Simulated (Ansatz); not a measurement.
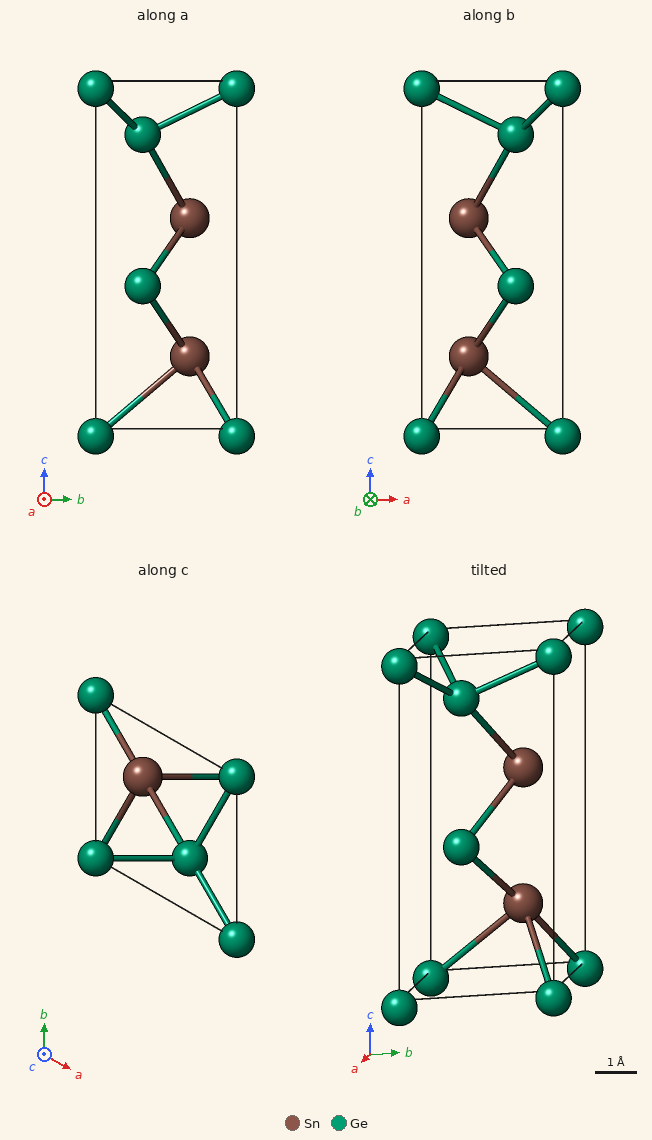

Crystal structure, ball-and-stick style, seen along the a axis, along the b axis, along the c axis and slightly off an axis. Lines trace the edges of the conventional unit cell.

Lattice parameters: a = 4.0296 Å, b = 4.0296 Å, c = 8.6001 Å, α = 90.000°, β = 90.000°, γ = 120.000°.

**Write down what is shown as a CIF in P1 with every atom of the cell, with free fractional coordinates to two decimals.**

```cif
data_structure
_symmetry_space_group_name_H-M 'P 1'
_symmetry_Int_Tables_number 1
_cell_length_a 4.0296
_cell_length_b 4.0296
_cell_length_c 8.6001
_cell_angle_alpha 90.000
_cell_angle_beta 90.000
_cell_angle_gamma 120.000
_cell_volume 120.94
loop_
_atom_site_label
_atom_site_type_symbol
_atom_site_fract_x
_atom_site_fract_y
_atom_site_fract_z
_atom_site_occupancy
Sn1 Sn 0.3333 0.6667 0.21 1
Sn2 Sn 0.3333 0.6667 0.61 1
Ge1 Ge 0.00 0.00 0.98 1
Ge2 Ge 0.6667 0.3333 0.41 1
Ge3 Ge 0.6667 0.3333 0.85 1
```

Starting structure: a structure type filled with these elements by a generator (whether the compound takes this form wasn't checked). It is drawn as it came out of a relaxation with DFT PBE, scalar-relativistic, plane waves, PAW in Ansatz.
